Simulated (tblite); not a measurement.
**C₄H₃BF₂O₂: relaxed scan**

The run: relaxed scan of C₄H₃BF₂O₂. Method and program: GFN2-xTB relaxed scan under a harmonic restraint, gas phase (tblite 0.8.0).

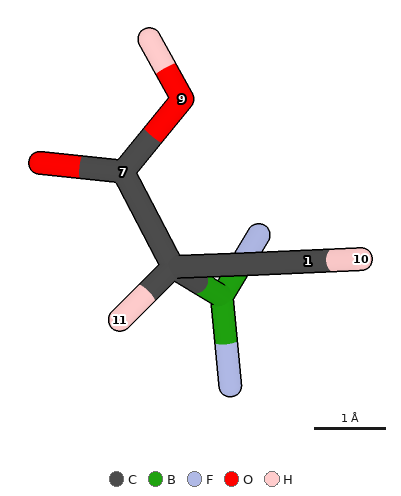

Figure 1. The structure (stick view, seen at a tilt; atoms are numbered from 1 in the order of the input). Bond lengths as drawn: B–C 1.60 Å, B–F 1.31 Å, C–C 1.20 to 1.52 Å, C–H 1.05 to 1.10 Å, C–O 1.20 to 1.33 Å and H–O 0.97 Å.

Input file:
```
{"job": {"xc": "GFN2-xTB", "basis": "xTB", "coordinate": [["t", [2, 6, 8, 11], 0.5], ["t", [7, 6, 8, 11], 0.5]], "kind": "drive"}, "charge": 0, "multiplicity": 1}
C      1.822971    -1.190045     1.078111
C      1.112525    -0.600180     0.317562
C      0.241685     0.120383    -0.600644
B      0.251556     1.657703    -0.156257
F      1.126999     2.509253    -0.634252
F     -0.574370     2.154586     0.731062
C     -1.170354    -0.446668    -0.580989
O     -1.872877    -0.519895    -1.550595
O     -1.551224    -0.824991     0.635832
H      2.446642    -1.725873     1.729064
H      0.631801     0.019229    -1.618825
H     -2.464156    -1.154186     0.623905
```

The first line tells a small driver script what to run in tblite; the rest is the geometry in Å.

Run on 1 CPU thread, shared host.

Launched with:
```bash
OMP_NUM_THREADS=1 python <driver script> task.json out
```

Output:
```
point  coordinate     E/eV
  0    103.200     -787.84696
  1    117.800     -787.75820
  2    132.600     -787.63220
  3    147.700     -787.49496
  4    163.100     -787.38615
  5    178.700     -787.33347
  6    194.300     -787.37687
  7    209.600     -787.45571
  8    224.700     -787.56141
  9    239.500     -787.65556
 10    254.200     -787.71681
 11    268.700     -787.73330
```

Summary:

| quantity | value |
| --- | --- |
| outcome | converged |
| wall time | 1.9 s |
| peak memory | 0.19 GiB |
